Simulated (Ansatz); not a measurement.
**C4H12Ga2O (SMILES [CH3][Ga]([CH3])[O][Ga]([CH3])[CH3]): density, localisation and related maps**

The calculation's input:

```
crystal:
  periodic: [false, false, false]
  atoms:
    - {symbol: C, position_ang: [-1.096315, -2.889603, -1.579964]}
    - {symbol: Ga, position_ang: [-0.263144, -1.156587, -1.185047]}
    - {symbol: C, position_ang: [1.001867, -0.144942, -2.308019]}
    - {symbol: O, position_ang: [-0.745094, -0.428501, 0.373555]}
    - {symbol: Ga, position_ang: [-0.160669, 0.914327, 1.396694]}
    - {symbol: C, position_ang: [-1.385170, 1.450804, 2.834085]}
    - {symbol: C, position_ang: [1.615376, 1.663282, 0.984771]}
    - {symbol: H, position_ang: [-1.764505, -3.185653, -0.770967]}
    - {symbol: H, position_ang: [-1.668010, -2.840835, -2.510313]}
    - {symbol: H, position_ang: [-0.334806, -3.663104, -1.709578]}
    - {symbol: H, position_ang: [1.155744, -0.615223, -3.280493]}
    - {symbol: H, position_ang: [1.969602, -0.067062, -1.805661]}
    - {symbol: H, position_ang: [0.637321, 0.872901, -2.467932]}
    - {symbol: H, position_ang: [-2.294168, 0.849518, 2.805966]}
    - {symbol: H, position_ang: [-1.655850, 2.505492, 2.738096]}
    - {symbol: H, position_ang: [-0.910748, 1.327193, 3.811074]}
    - {symbol: H, position_ang: [1.920732, 2.420575, 1.708564]}
    - {symbol: H, position_ang: [2.367325, 0.869946, 0.974667]}
    - {symbol: H, position_ang: [1.610532, 2.117471, -0.009489]}
basis:
  gaussian: {orbitals: def2-TZVPP}
hamiltonian: {xc: pbe0, dispersion: d4}
output: {orbitals: {seedname: orbitals}}
```

Launched as:

```sh
ansatz run in.yaml --threads 5 --pin off --events-out ev --progress --plain --max-ram 66560MiB --backend cuda --devices 0, --max-vram 37GiB
```

Geometry: PBE0-D4/def2-TZVP.

Level of theory: Ansatz, RKS PBE0-D4/def2-TZVPP.

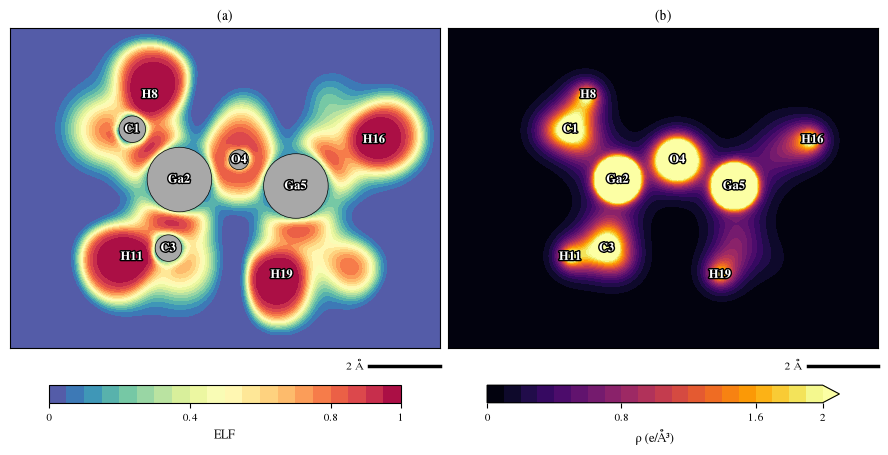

Figure 1. (a) electron localisation function; (b) total electron density on the plane of atoms Ga2, C3 and H11. Grey discs cover the atomic cores in the ELF map.

Question: What does the map show?

Answer:
- The plane passes through C, Ga, O and H nuclei.
- Ga–O (1.79 Å): the density is about 0.9 e/Å³ at the midpoint; the ELF peaks at about 0.85 in the valence shell of O, 0.6 Å from its nucleus, and is about 0.20 at the midpoint.
- C–Ga (1.96 Å): the density is about 0.79 e/Å³ at the midpoint; the ELF peaks at about 0.90 in the valence shell of C, 0.7 Å from its nucleus, and is about 0.55 at the midpoint.
- C–H (1.09 Å): ρ at the midpoint is about 2 e/Å³; the ELF climbs to about 1 towards the hydrogen, as it does in any bond to H (an ordinary covalent bond to hydrogen).
- The ELF also peaks beside O4, away from the bonds: lone-pair regions.

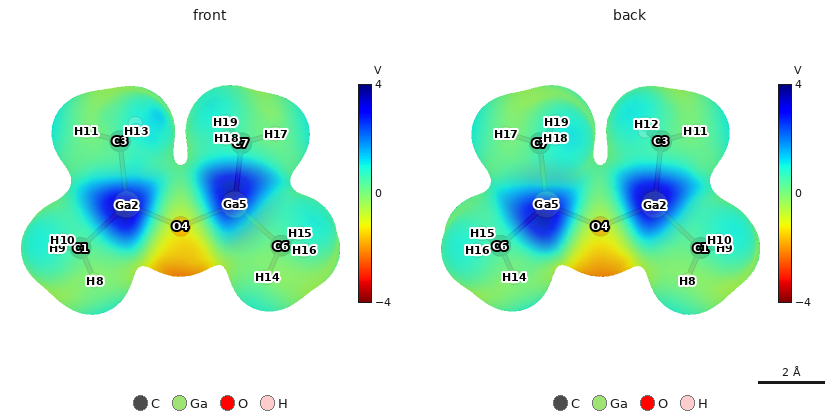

Figure 2. The molecular electrostatic potential painted on the density surface at 0.004 e/bohr³, seen from the front and from behind; the colour scale runs from red (negative) to blue (positive).

Question: Where is the surface potential most negative and most positive?

Answer: The most negative region (about −2.1 V) lies over O4, the most positive (about +3.4 V) over Ga2 and Ga5. O4 is the likeliest acceptor of a hydrogen bond.

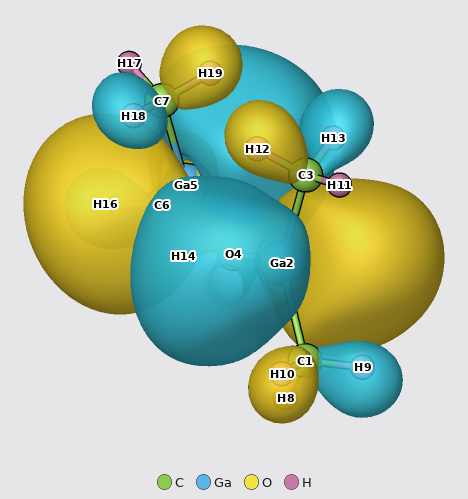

Figure 3. The LUMO at ±0.04 Å⁻³ᐟ² (yellow and cyan are the two phases), seen at an oblique angle.

Question: What is the character of this orbital?

Answer: Its weight (Hirshfeld) is mainly on Ga2 (about 35 %) and Ga5 (about 35 %). Its energy is −0.26 eV.
